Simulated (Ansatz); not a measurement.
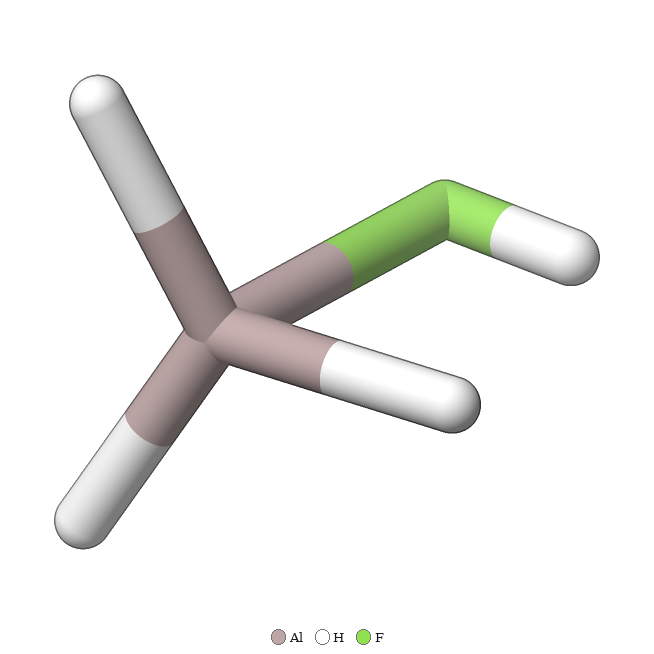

Every bond is drawn as one stick, whatever its order.

The geometry was computed by an optimisation with PBE0-D4/def2-TZVP.

What does the picture show?

The molecule is AlFH4. The point group is Cs. Coordination, clear cases only: 1 F bent.

The parts below concern this one geometry. Atoms keep their numbers from picture to picture.

**Geometry**

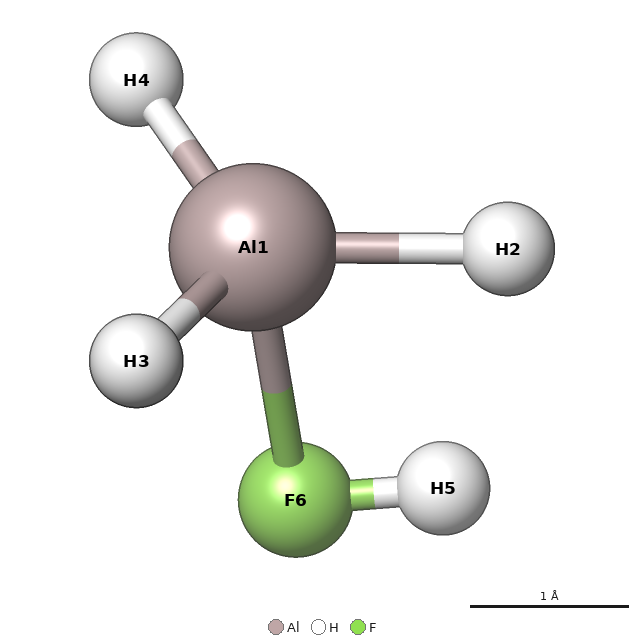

Atoms carry their numbers in the input.

Give these bond angles: H2–Al1–H3, H2–Al1–F6, H3–Al1–H4, H3–Al1–F6, Al1–F6–H5.

```json
{"angle": "H2–Al1–H3", "degrees": "117.9"}
{"angle": "H2–Al1–F6", "degrees": "82.1"}
{"angle": "H3–Al1–H4", "degrees": "121.6"}
{"angle": "H3–Al1–F6", "degrees": "101.6"}
{"angle": "Al1–F6–H5", "degrees": "91.6"}
```

**Vibrations**

Harmonic vibrations computed with RKS PBE0-D4/def2-TZVP (Ansatz 0.2.0) at a stationary point of the same level.

List the wavenumbers.

12 modes: 156, 255, 355, 413, 650, 778, 798, 835, 1811, 1931, 1934, 3868 cm⁻¹.

**Charges**

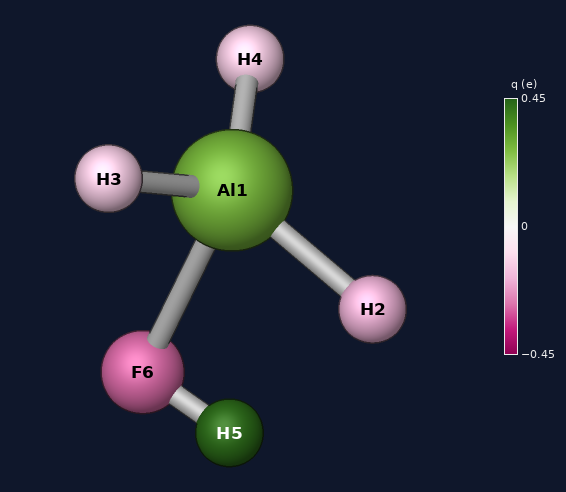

Atoms are coloured by their Mulliken charges. Method: RKS PBE0-D4/def2-TZVP (Ansatz 0.2.0).

List the Mulliken charges.

```tsv
atom	value (e)
Al1	0.28
H2	−0.18
H3	−0.13
H4	−0.13
H5	0.43
F6	−0.28
```

**Thermal motion**

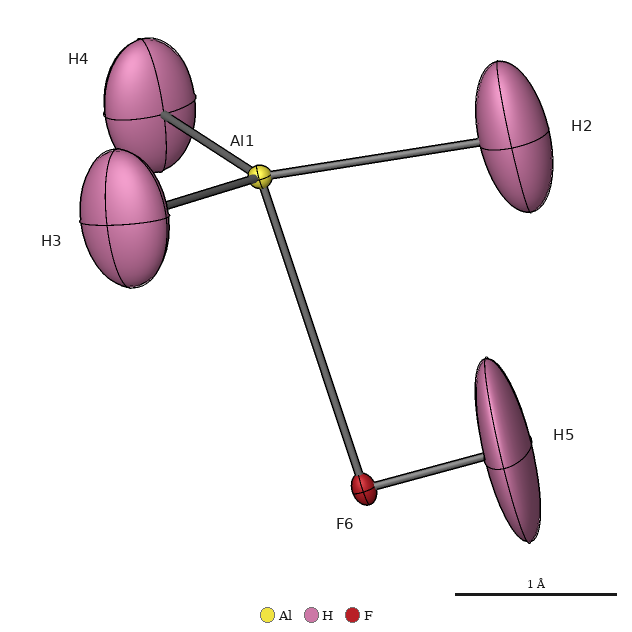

Displacement ellipsoids at the 50 % level, enlarged 1.5 times, from the internal vibrations of the free molecule (harmonic, no overall translation or rotation; no half-axis is drawn under 0.075 Å). Vibrations computed with RKS PBE0-D4/def2-TZVP (Ansatz 0.2.0). Temperature: 0 K (zero-point motion alone).

Which atom has the largest mean-square displacement?

H5, with U_eq = 0.0362 Å².

Does H5 move more along its bond or across it?

Across it: the root-mean-square amplitude is 0.066 Å along the bond and up to 0.259 Å across, since bending and torsion are softer than stretching.

List U_eq and the three principal root-mean-square amplitudes for each kind of atom.

| atom | U_eq (Å²) | rms amplitudes (Å) |
| --- | --- | --- |
| Al1 | 0.00044 | 0.011, 0.011, 0.033 |
| H2 | 0.0228 | 0.095, 0.119, 0.212 |
| H3, H4 | 0.0204 | 0.092, 0.131, 0.189 |
| H5 | 0.0362 | 0.065, 0.193, 0.259 |
| F6 | 0.00079 | 0.009, 0.013, 0.046 |

**Dipole moment**

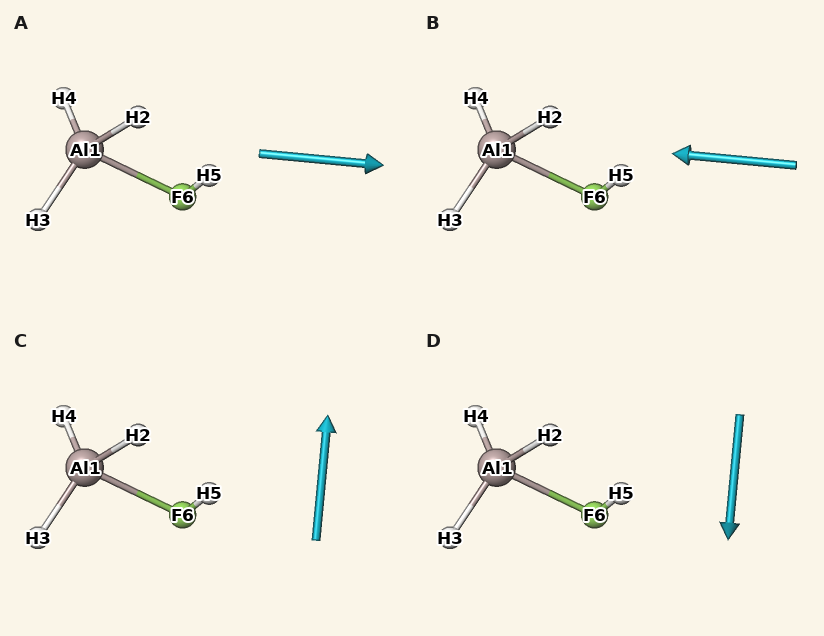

The same molecule four times, each with an arrow. Method: RKS PBE0-D4/def2-TZVP (Ansatz 0.2.0).

Which arrow points along the dipole moment, from the negative to the positive end?

A. The dipole moment is 2.21 D; it points from the side of H3, H4 to the side of H5 (the outermost atoms at the two ends).

Mulliken values depend strongly on the basis set and can even reverse the polarity of a bond.
